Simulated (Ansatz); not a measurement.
SnSe$_{2}$ (CdI2 type)

```xyz
3
Lattice="3.8403 0.0000 0.0000 -1.9201 3.3258 0.0000 0.0000 0.0000 6.0057" Properties=species:S:1:pos:R:3 pbc="T T T"
Sn     0.0000     0.0000     0.0000
Se     0.0000     2.2172     1.5935
Se     1.9201     1.1086     4.4122
```

The volume is varied about the relaxed value V₀ at fixed cell shape. The atoms relax within the cell's symmetry.

These are PBE-D3(BJ) (plane waves to 420 eV, PAW, scalar-relativistic; Ansatz, a program for electronic structure) values and carry that method's errors. k mesh 10×10×6 (Γ-centred), Fermi-Dirac smearing 0.05 eV. The energy includes the smearing's −TS. With the shape held, the modulus is that of even scaling; a crystal free to change shape is softer. SnSe2 was relaxed with its symmetry unable to fall. The zero of ΔE is the relaxed starting cell.

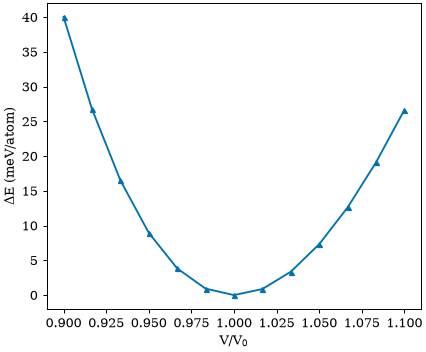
Figure: ΔE (meV/atom) against V/V₀; computed points joined by lines.

### Question
What bulk modulus at fixed cell shape B₀ follows from a third-order Birch-Murnaghan fit?

### Answer
About 41 GPa.

### Question
What is ΔE at V/V₀ = 0.900?

### Answer
About 40 meV/atom.

### Question
What is ΔE at V/V₀ = 1.100?

### Answer
About 27 meV/atom.

(Under strain, the slope of the energy per volume gives the stress and its curvature an elastic modulus.)
